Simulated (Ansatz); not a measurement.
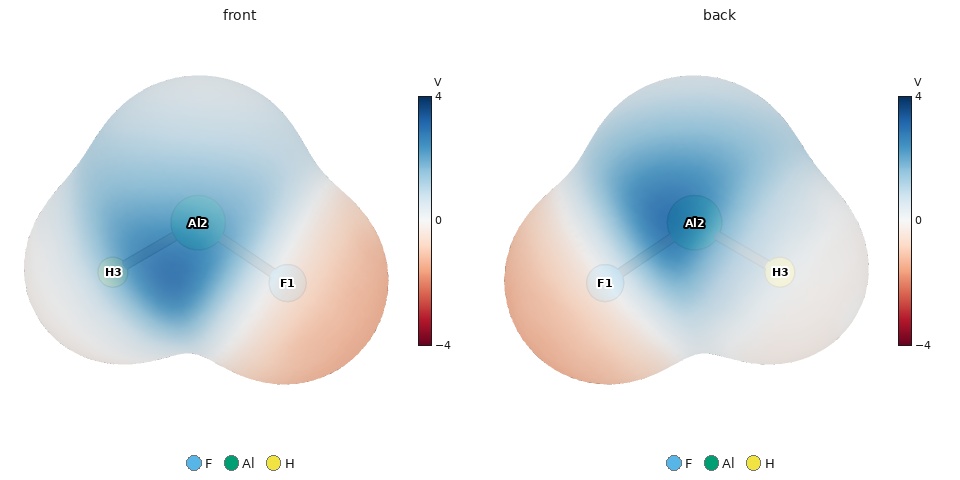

AlFH (doublet). The electrostatic potential painted on the density surface at 0.002 e/bohr³, seen from the front and from behind; the colour scale runs from red (negative) to blue (positive).

Geometry: PBE0-D4/def2-TZVP.

Computed with Ansatz, UKS PBE0-D4/def2-TZVPP.

**Describe the electrostatic potential map.**

The most negative region (about −1.3 V) lies over F1, the most positive (about +3.0 V) over Al2.
